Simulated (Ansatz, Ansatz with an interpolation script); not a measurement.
# BiOCl (P4/nmm): quasiparticle bands by Wannier interpolation, part 2 of 2

Aim: the G0W0 bands of BiOCl (P4/nmm) along the symmetry lines, with the gap off the mesh.

Ansatz 0.2.0; LDA, Wannier functions and G0W0, plane waves, PAW. Known limits of the many-body steps: not at the basis limit; no spin-orbit coupling; coarse k mesh.

So far. Step 3 (Wannier functions (Bi:6p Cl:3p O:2p) on 8×8×4): Near the gap the model misses directly solved bands by 0.6 meV r.m.s. and by 8 meV at most in the window tested. This tests the starting bands, not the corrections carried with them. Step 4 (G0W0 at every point of the mesh: 4×4×2 mesh, 462 empty …): The gap on the mesh goes from 2.58 eV to 3.68 eV, a correction of +1.11 eV, though a band edge has moved to another state. The start differs from the 2.50 eV found before because this mesh misses an edge.

## Step 5: Interpolating the corrections (continued)

Second differences of levels solved directly at the displaced points, plus the interpolated correction, at the quasiparticle band edges; no spin-orbit coupling; left empty where the band is flat or the interpolated correction rules the curvature. Effective masses, by row:

| carrier | point | Cartesian direction | band | LDA mass (m_e) | G0W0 mass (m_e) |
| --- | --- | --- | --- | --- | --- |
| hole | -0.000 0.360 -0.500 | 100 | 28 | 0.609 | 0.477 |
| hole | -0.000 0.360 -0.500 | 010 | 28 | 1.451 | 1.124 |
| hole | -0.000 0.360 -0.500 | 110 | 28 | 0.857 | 0.669 |
| hole | -0.000 0.360 -0.500 | 111 | 28 | 1.231 | 0.943 |
| electron | Z | 100 | 29 | 0.297 | 0.274 |
| electron | Z | 010 | 29 | 0.297 | 0.274 |
| electron | Z | 001 | 29 | 0.701 | 0.521 |
| electron | Z | 110 | 29 | 0.297 | 0.274 |
| electron | Z | 111 | 29 | 0.367 | 0.325 |

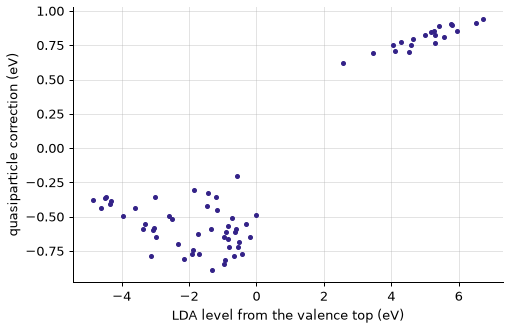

The correction of every computed level, on the run's own energy scale, against its starting energy.

## Step 6: LDA+SOC bands, for comparison

Spin-orbit coupling can split or shift the edges; a non-collinear run measures by how much.

This step: DFT, LDA with spin-orbit coupling, plane waves, PAW; PAW set soft_1.

File input.yaml:

```yaml
crystal:
  lattice:
    - [3.88551, 0.0, 0.0]
    - [0.0, 3.88551, 0.0]
    - [0.0, 0.0, 7.3489]
  atoms:
    - { symbol: Bi, position: [0.5, 0.0, 0.32904] }
    - { symbol: Bi, position: [0.0, 0.5, 0.67096] }
    - { symbol: Cl, position: [0.0, 0.5, 0.1472] }
    - { symbol: Cl, position: [0.5, 0.0, 0.8528] }
    - { symbol: O, position: [0.0, 0.0, 0.5] }
    - { symbol: O, position: [0.5, 0.5, 0.5] }
kpoints:
  mp_grid: { grid: [4, 4, 2] }
  band_path:
    path:
      - [[0.0, 0.0, 0.0], [0.0, 0.5, 0.0], [0.5, 0.5, 0.0], [0.0, 0.0, 0.0], [0.0, 0.0, 0.5], [0.0, 0.5, 0.5], [0.5, 0.5, 0.5], [0.0, 0.0, 0.5]]
      - [[0.0, 0.5, 0.0], [0.0, 0.5, 0.5]]
      - [[0.5, 0.5, 0.0], [0.5, 0.5, 0.5]]
    npoints: 10
hamiltonian:
  xc: lda
  pseudopotentials: { kind: paw_fr, azcp: { folder: soft_1 }, xc_functional: pbe }
scf:
  occupations: { method: fermi_dirac, width: 0.02 }
  n_extra_bands: 12
magnetization:
  noncollinear: true
  spin_orbit: true
output:
  eigenvalues: true
```

Launch:

```bash
> ansatz run input.yaml --threads 3 --pin off --max-ram 92160MiB --backend cuda --events-out ev --progress --plain --runs-dir out --devices 1 --max-vram 13GiB
```

Wall time 15 s (1 × NVIDIA H100 80GB HBM3 (shared by 6 runs) with 3 threads of AMD EPYC 7R13 (Zen 3), shared host); peak memory 1.4 GiB.

Numbers from this step:

| Property | Result |
| --- | --- |
| filled bands | 56 |
| gap | 2.194 eV |
| valence top at | k = (0.000, 0.400, 0.500) |
| conduction bottom at | Z |
| least direct gap | 2.531 eV |

The gap stands −0.30 eV against LDA.

Electronic bands along the path, in eV, zero at the top of the highest nominally filled band:

| point | band 53 | band 54 | band 55 | band 56 | band 57 | band 58 | band 59 | band 60 |
| --- | --- | --- | --- | --- | --- | --- | --- | --- |
| Γ | -0.94 | -0.94 | -0.80 | -0.80 | 2.63 | 2.63 | 2.89 | 2.89 |
| X | -0.10 | -0.10 | -0.10 | -0.10 | 3.61 | 3.61 | 3.61 | 3.61 |
| M | -0.71 | -0.71 | -0.71 | -0.71 | 3.53 | 3.53 | 3.53 | 3.53 |
| Γ | -0.94 | -0.94 | -0.80 | -0.80 | 2.63 | 2.63 | 2.89 | 2.89 |
| Z | -0.46 | -0.46 | -0.34 | -0.34 | 2.19 | 2.19 | 2.27 | 2.27 |
| R | -0.09 | -0.09 | -0.09 | -0.09 | 3.52 | 3.52 | 3.52 | 3.52 |
| A | -0.78 | -0.78 | -0.78 | -0.78 | 3.89 | 3.89 | 3.89 | 3.89 |
| Z | -0.46 | -0.46 | -0.34 | -0.34 | 2.19 | 2.19 | 2.27 | 2.27 |
| jump to X | -0.10 | -0.10 | -0.10 | -0.10 | 3.61 | 3.61 | 3.61 | 3.61 |
| R | -0.09 | -0.09 | -0.09 | -0.09 | 3.52 | 3.52 | 3.52 | 3.52 |
| jump to M | -0.71 | -0.71 | -0.71 | -0.71 | 3.53 | 3.53 | 3.53 | 3.53 |
| A | -0.78 | -0.78 | -0.78 | -0.78 | 3.89 | 3.89 | 3.89 | 3.89 |

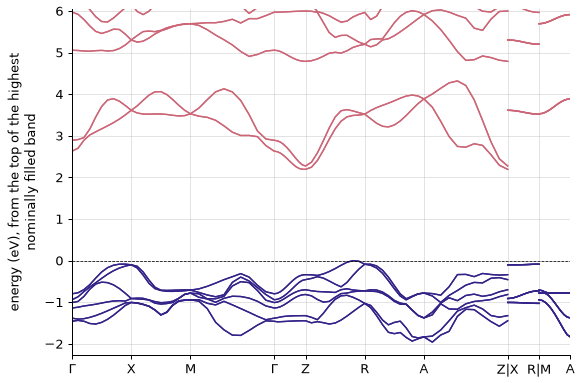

Electronic bands along the path; lines of filled and empty bands in two colours.

## Step 7: Summary of results

| Item | Value |
| --- | --- |
| LDA gap | 2.50 eV |
| G0W0 gap over the zone | 3.60 eV, indirect |
| least direct G0W0 gap, in the model | 3.88 eV |
| with the spin-orbit change | 3.29 eV |
| GW settings | 4×4×2 mesh, 462 empty bands, screening to 150 eV, PAW set soft_1 files |
| known limits | not at the basis limit; no spin-orbit coupling; coarse k mesh |

In words: The Wannier model follows the LDA bands to under 1 meV r.m.s. near the gap. The G0W0 gap over the zone is 3.60 eV, indirect, from k = (0.000, 0.360, -0.500) to Z; on the mesh alone it is 3.68 eV, and a rigid shift of the LDA bands would give 3.60 eV. The valence width in the model goes from 5.00 eV to 4.91 eV. At the band edge the lightest electron mass is 0.30 m_e at the start and 0.27 m_e in G0W0; the G0W0 masses rest on corrections from the 4×4×2 mesh alone and are rough. With a spin-orbit change this large the edge states differ, so these masses aren't the crystal's. LDA+SOC gives a gap of 2.19 eV on the same path, a spin-orbit change of −0.30 eV that would bring the G0W0 gap to 3.29 eV. Against experiment, by G0W0@LDA with the spin-orbit change: the gap of 3.29 eV lies −0.07 eV from the measured 3.36 eV (optical, 2021); the gap of 3.29 eV lies −0.15 eV from the measured 3.44 eV (optical, 2022). An exciton line or allowed optical edge lies below the quasiparticle gap by the binding energy; a forbidden edge can push the onset above it. The calculation has static nuclei and no excitons; a measured gap holds zero-point and thermal motion, which mostly lowers it. Bands and cutoff are finite, so the gap is not at the basis limit. The miss can reach some tenths of an eV and take either sign; the mesh is an error of its own. Above the frozen window of the model the interpolated levels need not meet the computed ones, even at points of the mesh. The 4×4×2 mesh is coarse for this cell (its supercell is 15 Å along the shortest edge). The RPA ε∞ on it, from the LDA start, is 5.29 and 6.62; such meshes misread the long-range screening, most where the gap is narrow. Where an edge is built on 6p states of lead, bismuth or thallium, scalar-relativistic gaps usually stand too wide, by a few tenths to over one eV.

[Paths, hosts, dates, memory and timing lines, banners, echoed tables and standing remarks are left out of the program output.]

[Logs are printed without paths, hosts, clocks, repeated set-up lines and the standing remarks that a program may print on its own settings, such as how far it seeks lower states.]

[Runs of the session that timed out or met a known fault of the program may be left out.]

[Hosts, paths, dates, database ids (printed as entryN), source tags and the programs' standing remarks are cut or masked in the printed files.]
